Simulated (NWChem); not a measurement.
# H6Si2 (disilane): CAM-B3LYP/MIDI!

What is the vertical ionisation energy of H6Si2 (disilane) at CAM-B3LYP/MIDI!? 

The results are computed with NWChem 7.3.0.

**1. Starting point**

H6Si2: 8 atoms, total charge 0, spin state singlet. As SMILES, `[SiH3][SiH3]`. Geometry: relaxed at PBE0-D4/def2-TZVP.

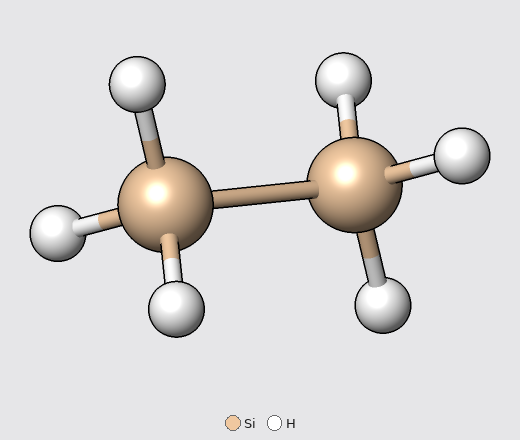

Viewed from a chosen angle; silicon light orange, hydrogen white.

**2. The energy at CAM-B3LYP/MIDI!**

The input, test.nw:

```
start test
memory total 2200 mb
charge 0
geometry units bohr noautosym nocenter noautoz
Si -0.64345175  0.92634375 -1.89898578
Si  0.68691545 -0.95317786  1.87271859
H   1.57584262  1.79183831 -3.39186942
H  -2.10307620 -0.91443847 -3.44289203
H  -2.28278916  3.14469324 -1.35663438
H   2.15239806  0.88552566  3.41341230
H   2.32077265 -3.17568475  1.33036719
H  -1.53256789 -1.81262530  3.36862579
end
basis spherical bse
* library "MIDI!"
end
dft
xc xcamb88 1.00 lyp 0.81 vwn_5 0.19 hfexch 1.00
cam 0.33 cam_alpha 0.19 cam_beta 0.46
mult 1
grid fine
convergence energy 1e-08
direct
maxiter 100
mulliken
print low
end
task dft energy
```

Run with:

```
nwchem test.nw > test.out
```

Standard output:

```text
Northwest Computational Chemistry Package (NWChem) 7.3.0
             --------------------------------------------------------

           Job information
           ---------------

    nwchem branch   = 7.3.0
    use scalapack   = T
    input           = test.nw
    prefix          = test.
    data base       = ./test.db
    status          = startup
    nproc           =        1

           Memory information
           ------------------

    heap     =     72089596 doubles =      550.0 Mbytes
    stack    =     72089601 doubles =      550.0 Mbytes
    global   =    144179200 doubles =     1100.0 Mbytes (distinct from heap & stack)
    total    =    288358397 doubles =     2200.0 Mbytes
    verify   = yes
    hardfail = no

           Directory information
           ---------------------

  0 permanent = .
  0 scratch   = .

[... 24 lines left out ...]
            Nuclear Dipole moment (a.u.)
[... 93 lines left out ...]
   convergence    iter        energy       DeltaE   RMS-Dens  Diis-err    time
[... 9 lines left out ...]
         Total DFT energy =     -579.524839880551
      One electron energy =     -983.190408508904
           Coulomb energy =      356.830422904789
    Exchange-Corr. energy =      -43.937935445757
 Nuclear repulsion energy =       90.773081169321
[... 1 line left out ...]
 Numeric. integr. density =       34.000000267063

     Total iterative time =      7.6s

     ---------------------------------------------
      Total Density - Mulliken Population Analysis
     ---------------------------------------------

    Atom       Charge   Shell Charges
 -----------   ------   -------------------------------------------------------
    1 Si  14    13.89   2.00  1.97  0.71  0.69  5.85  1.71  0.82  0.14
    2 Si  14    13.89   2.00  1.97  0.71  0.69  5.85  1.71  0.82  0.14
    3 H    1     1.04   0.53  0.51
[... 4 lines of this table left out ...]
    8 H    1     1.04   0.53  0.51

     -------------------------------------------
      Total Density - Lowdin Population Analysis
     -------------------------------------------

    Atom       Charge   Shell Charges
 -----------   ------   -------------------------------------------------------
    1 Si  14    13.89   2.00  1.95  0.60  0.50  5.79  1.59  1.28  0.18
    2 Si  14    13.89   2.00  1.95  0.60  0.50  5.79  1.59  1.28  0.18
    3 H    1     1.04   0.50  0.53
[... 4 lines of this table left out ...]
    8 H    1     1.04   0.50  0.53

 Task  times  cpu:        7.8s     wall:        7.8s
 Total times  cpu:        7.8s     wall:        7.8s
```

Run time: 8.4 s. Hardware: 1 thread of Intel Xeon Platinum 8488C (Sapphire Rapids), shared host; peak memory 0.12 GiB.

**3. The doublet cation**

The input, job.nw:

```
start job
title "H6Si2 CAM-B3LYP"
memory stack 880 mb heap 220 mb global 1100 mb
charge 1

geometry units angstroms noautosym nocenter noautoz
   Si   -0.340500    0.490200   -1.004900
   Si    0.363500   -0.504400    0.991000
   H     0.833900    0.948200   -1.794900
   H    -1.112900   -0.483900   -1.821900
   H    -1.208000    1.664100   -0.717900
   H     1.139000    0.468600    1.806300
   H     1.228100   -1.680500    0.704000
   H    -0.811000   -0.959200    1.782600
end

basis spherical bse
   * library "MIDI!"
end

dft
   xc xcamb88 1.00 lyp 0.81 vwn_5 0.19 hfexch 1.00
   cam 0.33 cam_alpha 0.19 cam_beta 0.46
   mult 2
   grid fine
   convergence energy 1e-08
   direct
   iterations 100
   mulliken
   print low
end

task dft energy
```

Run with:

```
nwchem job.nw > job.out
```

Standard output:

```text
Northwest Computational Chemistry Package (NWChem) 7.3.0
             --------------------------------------------------------

           Job information
           ---------------

    nwchem branch   = 7.3.0
    use scalapack   = T
    input           = job.nw
    prefix          = job.
    data base       = ./job.db
    status          = startup
    nproc           =        1

           Memory information
           ------------------

    heap     =     28835834 doubles =      220.0 Mbytes
    stack    =    115343359 doubles =      880.0 Mbytes
    global   =    144179200 doubles =     1100.0 Mbytes (distinct from heap & stack)
    total    =    288358393 doubles =     2200.0 Mbytes
    verify   = yes
    hardfail = no

           Directory information
           ---------------------

  0 permanent = .
  0 scratch   = .

[... 30 lines left out ...]
            Nuclear Dipole moment (a.u.)
[... 107 lines left out ...]
   convergence    iter        energy       DeltaE   RMS-Dens  Diis-err    time
[... 14 lines left out ...]
         Total DFT energy =     -579.132095930278
      One electron energy =     -974.632621240072
           Coulomb energy =      348.362487159222
    Exchange-Corr. energy =      -43.635049584318
 Nuclear repulsion energy =       90.773087734890
[... 33 lines left out ...]
    Atom       Charge   Shell Charges
 -----------   ------   -------------------------------------------------------
    1 Si  14    13.65   2.00  1.95  0.65  0.50  5.78  1.54  1.06  0.18
    2 Si  14    13.65   2.00  1.95  0.65  0.50  5.78  1.54  1.06  0.18
    3 H    1     0.95   0.48  0.47
[... 4 lines of this table left out ...]
    8 H    1     0.95   0.48  0.47

     ------------------------------------------
      Spin Density - Lowdin Population Analysis
     ------------------------------------------

    Atom       Charge   Shell Charges
 -----------   ------   -------------------------------------------------------
    1 Si  14     0.39  -0.00 -0.00  0.00 -0.00  0.01  0.22  0.13  0.03
    2 Si  14     0.39  -0.00 -0.00  0.00 -0.00  0.01  0.22  0.13  0.03
    3 H    1     0.04   0.02  0.01
[... 4 lines of this table left out ...]
    8 H    1     0.04   0.02  0.01

     --------------------------
     Expectation value of S2:
     --------------------------
      <S2> =      0.7529 (Exact =     0.7500)

 Task  times  cpu:       12.8s     wall:       12.8s
 Total times  cpu:       12.8s     wall:       12.8s
```

Run time: 14 s. Hardware: 1 thread of Intel Xeon Platinum 8488C (Sapphire Rapids), shared host; peak memory 0.12 GiB.

**4. Results**

Level: CAM-B3LYP/MIDI!.

```
                                          quantity          value
                       singlet H6Si2: total energy  -579.52484 Eh
                      doublet cation: total energy  -579.13210 Eh
                              doublet cation: ⟨S²⟩          0.753
vertical ionisation energy (to the doublet cation)      10.687 eV
```

**Reading.** The vertical ionisation energy comes to 10.69 eV (246 kcal/mol). Mulliken charges (doublet cation) run from +0.09 on H3 to +0.24 on Si1.
